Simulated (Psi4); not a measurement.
**A workflow on BSiH4F (SMILES FB[SiH3])**

Wanted: a structure relaxation (singlet BSiH4F, r2SCAN/cc-pVDZ), then a single-point energy (doublet BSiH4F+, U-r2SCAN/cc-pVDZ), then a geometry optimisation (doublet BSiH4F+, U-r2SCAN/cc-pVDZ), then the energy (singlet BSiH4F, r2SCAN/cc-pVDZ) of BFH4Si. 

Program for the calculation: Psi4 1.11.

**1. The system as given**

The species is BSiH4F (7 atoms), meant as a singlet with charge 0. SMILES: `FB[SiH3]`. All atoms were displaced at random from a relaxed shape. The run starts from this shape.

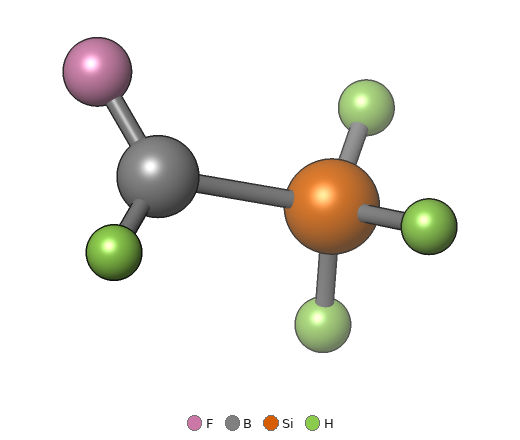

Viewed from a chosen angle; fluorine pink, boron grey, silicon orange, hydrogen green.

**2. A structure relaxation at r2SCAN/cc-pVDZ (density fitting) (run 1)**

Input file calc.dat:

```
memory 1600 MB

molecule system {
  0 1
  F     -2.60342277    -2.92937596     1.13510557
  B     -0.38738063    -2.15404590     0.49082801
  Si     0.26184045     1.63684675    -0.17289482
  H      1.17118233    -3.56472267     0.23859304
  H      1.27631913     1.90201879    -2.78107592
  H      2.23449154     2.53215364     1.65066254
  H     -1.88877370     3.04950963     0.05078072
  units au
}

set globals {
  basis cc-pVDZ
}

energy_value, wavefunction = opt("r2scan", return_wfn=True)
```

Launch:

```
$ psi4 -n 1 calc.dat calc.out
```

calc.out:

```text
[...]
  Running in c1 symmetry.
[...]
  Nuclear repulsion =   89.571211349868747
[...]
  Multiplicity = 1
[...]
  Nalpha       = 16
  Nbeta        = 16
[...]
    Number of basis functions: 66
[...]
   @DF-RKS iter   1:  -416.43336278986516   -4.16811e-01   5.07980e-03 DIIS/ADIIS
[...]
   @DF-RKS iter   6:  -416.51608448754030   -3.63798e-12   6.02681e-09 DIIS
[...]
  @DF-RKS Final Energy:  -416.51608448754030
   => Energetics <=
    Nuclear Repulsion Energy =             87.8896600203429870
    One-Electron Energy =                -750.5940531647631815
    Two-Electron Energy =                 283.0008048295457570
    DFT Exchange-Correlation Energy =     -36.8124961726657887
    Empirical Dispersion Energy =           0.0000000000000000
    VV10 Nonlocal Energy =                  0.0000000000000000
    Total Energy =                       -416.5160844875402972
[...]
  -Total Gradient:
     Atom            X                  Y                   Z
    ------   -----------------  -----------------  -----------------
       1        0.000100521825     0.000079827242    -0.000029934994
       2        0.000116574880     0.000091987941    -0.000033480654
       3        0.000098752864     0.000045583769    -0.000049428022
       4        0.000115744941     0.000077072949    -0.000048945840
       5        0.000094997855     0.000078047916    -0.000021188910
       6        0.000077047286     0.000088791131    -0.000025178593
       7        0.000066413997     0.000080251866    -0.000018927836
[...]
```

On the terminal:

```text
Optimizer: Optimization complete!
```

Wall time 85 s (1 thread of Intel Xeon Platinum 8259CL at 2.50GHz (Skylake/Cascade Lake), shared host); peak memory 0.93 GiB.

Steps, from the record of the run:

```csv
step,energy from the first frame kept (eV),largest force (eV/Å)
0,0.0000,3.0631
1,-0.3611,0.8942
2,-0.3597,0.5578
3,-0.3676,0.5591
4,-0.3740,0.0394
5,-0.3741,0.0102
6,-0.3741,0.0078
```

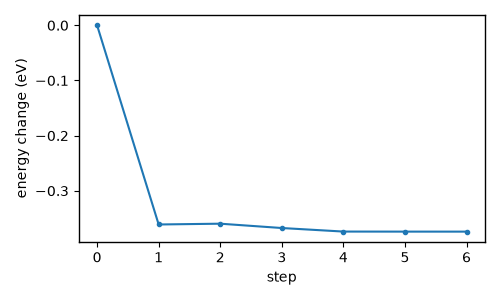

Energy along the run.

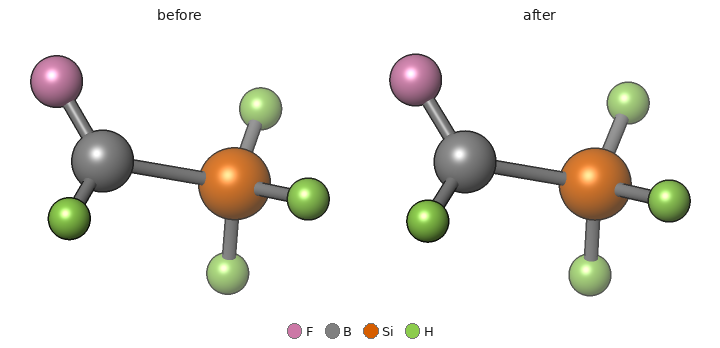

Before and after, at one scale.

After the run. Bond lengths: F1–B2 1.340 Å, B2–Si3 2.036 Å, B2–H4 1.214 Å, Si3–H5 1.502 Å, Si3–H6 1.502 Å, Si3–H7 1.498 Å. Angles: F1–B2–Si3 121.4°, F1–B2–H4 116.2°, Si3–B2–H4 122.4°, B2–Si3–H5 108.8°, B2–Si3–H6 108.6°, B2–Si3–H7 114.4°, H5–Si3–H6 106.8°, H5–Si3–H7 109.1°, H6–Si3–H7 109.0°.

**3. The doublet cation: the energy at U-r2SCAN/cc-pVDZ (density fitting) (run 2)**

Input file bfh4si.xyz:

```xyz
7
BFH4Si
F     -1.403430    -1.564640     0.600328
B     -0.190322    -1.114476     0.253718
Si     0.148275     0.863390    -0.090483
H      0.684919    -1.950396     0.160492
H      0.702666     1.024381    -1.477265
H      1.209232     1.340603     0.860194
H     -1.063104     1.732296     0.055707
```

Input file calc.py:

```python
import psi4

psi4.set_memory('1600 MB')
psi4.set_num_threads(1)
psi4.core.set_output_file('psi4.out', False)

with open('bfh4si.xyz') as f:
    atoms = ''.join(f.readlines()[2:])
mol = psi4.geometry('1 2\n' + atoms + '')

psi4.set_options({
    'basis': 'cc-pVDZ',
    'reference': 'uks',
})

e = psi4.energy("r2scan", molecule=mol)
print('E =', round(e, 9))
for k, v in sorted(psi4.core.scalar_variables().items()):
    print(f'{k:45s} {v:18.10f}')
```

Launch:

```
$ python calc.py
```

psi4.out:

```text
[...]
  Running in c1 symmetry.
[...]
  Nuclear repulsion =   87.889648143933414
[...]
  Multiplicity = 2
[...]
  Nalpha       = 16
  Nbeta        = 15
[...]
    Number of basis functions: 66
[...]
   @DF-UKS iter   1:  -416.11482620573230   -1.67688e-01   2.33008e-03 DIIS/ADIIS
[...]
   @DF-UKS iter   9:  -416.13377182395311   -3.42021e-08   7.52095e-07 DIIS
[...]
   @S^2 Observed:                7.546924991E-01
[...]
  @DF-UKS Final Energy:  -416.13377182395311
   => Energetics <=
    Nuclear Repulsion Energy =             87.8896481439334138
    One-Electron Energy =                -742.0981806983456863
    Two-Electron Energy =                 274.5293500511440925
    DFT Exchange-Correlation Energy =     -36.4545893206849172
    Empirical Dispersion Energy =           0.0000000000000000
    VV10 Nonlocal Energy =                  0.0000000000000000
    Total Energy =                       -416.1337718239531114
[...]
 Multipole Moments:
 ------------------------------------------------------------------------------------
     Multipole            Electronic (a.u.)      Nuclear  (a.u.)        Total (a.u.)
 ------------------------------------------------------------------------------------
 L = 1.  Multiply by 2.5417464519 to convert [e a0] to [Debye]
 Dipole X            :         -2.7813776            3.6436804            0.8623028
 Dipole Y            :         -4.8892102            5.0441820            0.1549718
 Dipole Z            :          1.3034022           -1.5265294           -0.2231272
 Magnitude           :                                                    0.9040842
[...]
```

Standard output:

```text
E = -416.133771824
CURRENT ENERGY                                   -416.1337718240
CURRENT REFERENCE ENERGY                         -416.1337718240
DD SOLVATION ENERGY                                 0.0000000000
DFT FUNCTIONAL TOTAL ENERGY                      -416.1337718240
DFT TOTAL ENERGY                                 -416.1337718240
DFT VV10 ENERGY                                     0.0000000000
DFT XC ENERGY                                     -36.4545893207
GRID ELECTRONS ALPHA                               15.9999958216
GRID ELECTRONS BETA                                14.9999942451
GRID ELECTRONS TOTAL                               30.9999900667
NUCLEAR REPULSION ENERGY                           87.8896481439
ONE-ELECTRON ENERGY                              -742.0981806983
PCM POLARIZATION ENERGY                             0.0000000000
PE ENERGY                                           0.0000000000
SCF ITERATION ENERGY                             -416.1337718240
SCF ITERATIONS                                      9.0000000000
SCF TOTAL ENERGY                                 -416.1337718240
TWO-ELECTRON ENERGY                               274.5293500511
XC GRID RADIAL POINTS                              75.0000000000
XC GRID SPHERICAL POINTS                          302.0000000000
XC GRID TOTAL POINTS                           151937.0000000000
```

Wall time 20 s (1 thread of Intel Xeon Platinum 8259CL at 2.50GHz (Skylake/Cascade Lake), shared host); peak memory 0.9 GiB.

**4. The doublet cation: a structure relaxation at U-r2SCAN/cc-pVDZ (density fitting) (run 3)**

Input file calc.in:

```
memory 1600 MB

molecule geom {
  1 2
  F     -1.403430    -1.564640     0.600328
  B     -0.190322    -1.114476     0.253718
  Si     0.148275     0.863390    -0.090483
  H      0.684919    -1.950396     0.160492
  H      0.702666     1.024381    -1.477265
  H      1.209232     1.340603     0.860194
  H     -1.063104     1.732296     0.055707
  symmetry c1
}

set globals {
  basis cc-pVDZ
  reference uks
}

result, w = optimize('r2scan', return_wfn=True)
```

Launch:

```
$ psi4 -n 1 calc.in calc.out
```

calc.out:

```text
[...]
  Running in c1 symmetry.
[...]
  Nuclear repulsion =   87.889648143933414
[...]
  Multiplicity = 2
[...]
  Nalpha       = 16
  Nbeta        = 15
[...]
    Number of basis functions: 66
[...]
   @DF-UKS iter   1:  -416.11482620573230   -1.67688e-01   2.33008e-03 ADIIS/DIIS
[...]
   @DF-UKS iter   8:  -416.16168915576708   -8.52651e-13   5.85764e-09 DIIS
[...]
   @S^2 Observed:                7.544738288E-01
[...]
  @DF-UKS Final Energy:  -416.16168915576708
   => Energetics <=
    Nuclear Repulsion Energy =             86.4029662729080599
    One-Electron Energy =                -739.2375453272358072
    Two-Electron Energy =                 273.1560286797983395
    DFT Exchange-Correlation Energy =     -36.4831387812376846
    Empirical Dispersion Energy =           0.0000000000000000
    VV10 Nonlocal Energy =                  0.0000000000000000
    Total Energy =                       -416.1616891557670783
[...]
  -Total Gradient:
     Atom            X                  Y                   Z
    ------   -----------------  -----------------  -----------------
       1        0.000037728145    -0.000191343020    -0.000324585596
       2        0.000131430747    -0.000040530019    -0.000319909545
       3        0.000158630908     0.000009371644    -0.000065234532
       4        0.000155562877     0.000030081247    -0.000234953932
       5        0.000133583894     0.000120147580    -0.000012655709
       6       -0.000078254910    -0.000037186040    -0.000013014719
       7        0.000024877416    -0.000052563484    -0.000113095751
[...]
```

The script printed:

```text
Optimizer: Optimization complete!
```

Run time: 10 min. Hardware: 1 thread of Intel Xeon Platinum 8259CL at 2.50GHz (Skylake/Cascade Lake), shared host; peak memory 0.97 GiB.

Step by step:

```csv
step,energy from the first frame kept (eV),largest force (eV/Å)
0,0.0000,4.4629
1,-0.5015,2.2557
2,-0.7230,0.8183
3,-0.7457,0.3814
4,-0.7477,0.2818
5,-0.7011,0.7814
6,-0.7504,0.2023
7,-0.7539,0.0304
8,-0.7541,0.0251
9,-0.7544,0.0291
10,-0.7547,0.0271
11,-0.7553,0.0490
12,-0.7564,0.1584
13,-0.7563,0.2825
14,-0.7589,0.2226
15,-0.7210,1.7107
16,-0.7452,0.7050
17,-0.7609,0.0391
18,-0.7536,0.0930
19,-0.7581,0.0227
20,-0.7599,0.0270
21,-0.7594,0.0197
22,-0.7597,0.0193
23,-0.7597,0.0195
```

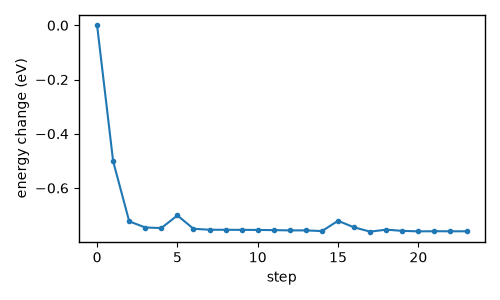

Energy along the run.

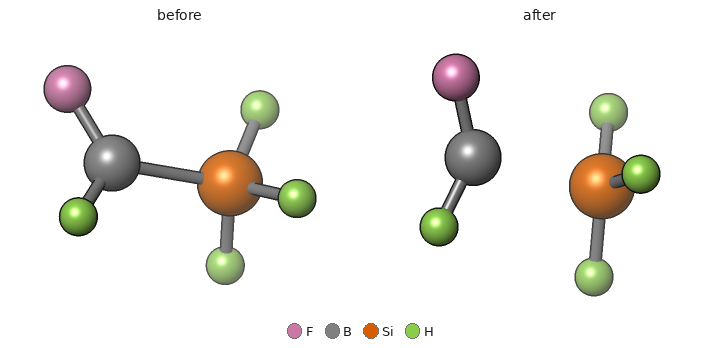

Before and after, at one scale.

After the run. Bond lengths: F1–B2 1.276 Å, B2–Si3 2.275 Å, B2–H4 1.207 Å, Si3–H5 1.482 Å, Si3–H6 1.497 Å, Si3–H7 1.486 Å. Angles: F1–B2–Si3 116.8°, F1–B2–H4 135.9°, Si3–B2–H4 107.2°, B2–Si3–H5 105.4°, B2–Si3–H6 84.6°, B2–Si3–H7 101.9°, H5–Si3–H6 117.2°, H5–Si3–H7 120.0°, H6–Si3–H7 117.7°.

**5. A single-point energy at r2SCAN/cc-pVDZ (density fitting) (run 4)**

Input file calc.inp:

```
memory 1600 mb

molecule m {
  F     -2.34316969    -2.84399813     1.92812725
  B     -0.58822450    -2.40043406     0.33372941
  Si     0.19701718     1.72414265    -0.58996683
  H      0.94405237    -3.64982838    -0.80526332
  H      1.71767790     1.68091517    -2.94155147
  H      1.60760324     1.72968333     1.86233643
  H     -2.38868185     2.81694292    -0.61181962
  units bohr
}

set basis cc-pVDZ

E, wfn = energy("r2scan", return_wfn=True)
print_variables()
```

Launch:

```
$ psi4 -n 1 calc.inp calc.out
```

calc.out:

```text
[...]
  Running in c1 symmetry.
[...]
  Nuclear repulsion =   86.402952535894414
[...]
  Multiplicity = 1
[...]
  Nalpha       = 16
  Nbeta        = 16
[...]
    Number of basis functions: 66
[...]
   @DF-RKS iter   1:  -416.41045192843916   -4.92185e-01   5.10407e-03 ADIIS/DIIS
[...]
   @DF-RKS iter   8:  -416.47897974558964   -5.16559e-09   5.77111e-07 DIIS
[...]
  @DF-RKS Final Energy:  -416.47897974558964
   => Energetics <=
    Nuclear Repulsion Energy =             86.4029525358944142
    One-Electron Energy =                -747.5013787028955221
    Two-Electron Energy =                 281.4100852023719312
    DFT Exchange-Correlation Energy =     -36.7906387809604851
    Empirical Dispersion Energy =           0.0000000000000000
    VV10 Nonlocal Energy =                  0.0000000000000000
    Total Energy =                       -416.4789797455896405
[...]
 Multipole Moments:
 ------------------------------------------------------------------------------------
     Multipole            Electronic (a.u.)      Nuclear  (a.u.)        Total (a.u.)
 ------------------------------------------------------------------------------------
 L = 1.  Multiply by 2.5417464519 to convert [e a0] to [Debye]
 Dipole X            :         -3.0275404            3.0990093            0.0714689
 Dipole Y            :         -4.5126396            4.4036607           -0.1089789
 Dipole Z            :          2.6308188           -2.7166005           -0.0857818
 Magnitude           :                                                    0.1560215
[...]
```

It took 15 s on 1 thread of Intel Xeon Platinum 8259CL at 2.50GHz (Skylake/Cascade Lake), shared host; peak memory 0.91 GiB.

**6. Summary of results**

| quantity | value |
| --- | --- |
| run 1, r2SCAN/cc-pVDZ: total energy at the end | -416.51608 Eh |
| run 1, r2SCAN/cc-pVDZ: dipole moment | 0.42 D |
| run 1, r2SCAN/cc-pVDZ: HOMO energy | -7.12 eV |
| run 1, r2SCAN/cc-pVDZ: LUMO energy | -2.35 eV |
| run 1, r2SCAN/cc-pVDZ: HOMO–LUMO gap | 4.77 eV |
| doublet cation, run 2: total energy | -416.13377 Eh |
| doublet cation, run 2: HOMO energy (highest over α and β) | -14.84 eV |
| doublet cation, run 2: LUMO energy (lowest over α and β) | -13.60 eV |
| doublet cation, run 2: ⟨S²⟩ | 0.755 |
| doublet cation, run 3: total energy at the end | -416.16169 Eh |
| doublet cation, run 3: HOMO energy (highest over α and β) | -13.57 eV |
| doublet cation, run 3: LUMO energy (lowest over α and β) | -11.52 eV |
| doublet cation, run 3: ⟨S²⟩ | 0.754 |
| run 4, r2SCAN/cc-pVDZ: total energy | -416.47898 Eh |
| run 4, r2SCAN/cc-pVDZ: dipole moment | 0.40 D |
| run 4, r2SCAN/cc-pVDZ: HOMO energy | -5.55 eV |
| run 4, r2SCAN/cc-pVDZ: LUMO energy | -1.57 eV |
| run 4, r2SCAN/cc-pVDZ: HOMO–LUMO gap | 3.98 eV |
| adiabatic ionisation energy (to the doublet cation, no zero-point term) | 9.644 eV |

In words: The adiabatic ionisation energy (to the doublet cation, no zero-point term) is 9.64 eV (222 kcal/mol). The optimisation (run 1, r2SCAN/cc-pVDZ) took 7 steps and changed the energy by -0.374 eV. The optimisation (doublet cation, run 3) took 24 steps and changed the energy by -0.760 eV.
